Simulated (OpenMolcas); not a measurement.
**How basis sets differ on Si2H6O2 (SMILES O[SiH2][SiH2]O)**

Si2H6O2: 10 atoms, total charge 0, spin state singlet. As SMILES, `O[SiH2][SiH2]O`. The shape is that of a PBE0-D4/def2-TZVP optimisation. This is one conformer, not always the lowest.

Quantity: the HOMO–LUMO gap, in eV. The values are calculated.

```tsv
level	kind	program	value (eV)
HF/ANO-RCC-MB (DKH2)	Hartree–Fock	OpenMolcas	15.57
HF/STO-3G	Hartree–Fock	OpenMolcas	17.99
HF/STO-3G (RICD fitting)	Hartree–Fock	OpenMolcas	18.17
HF/3-21G	Hartree–Fock	OpenMolcas	12.95
HF/6-31G* (spherical functions)	Hartree–Fock	OpenMolcas	12.90
```

The values span 12.90 to 18.17 eV. A Hartree–Fock LUMO above zero doesn't converge with the basis: it sinks as sets grow more diffuse. Orbital gaps aren't excitation energies.

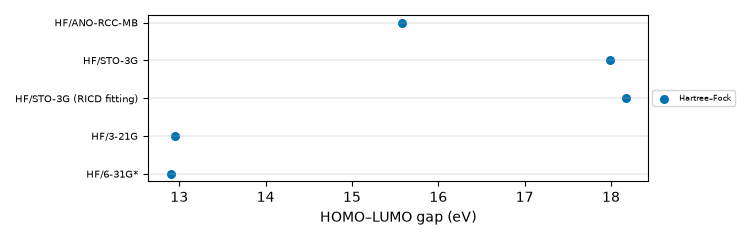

The values of the table, level by level.
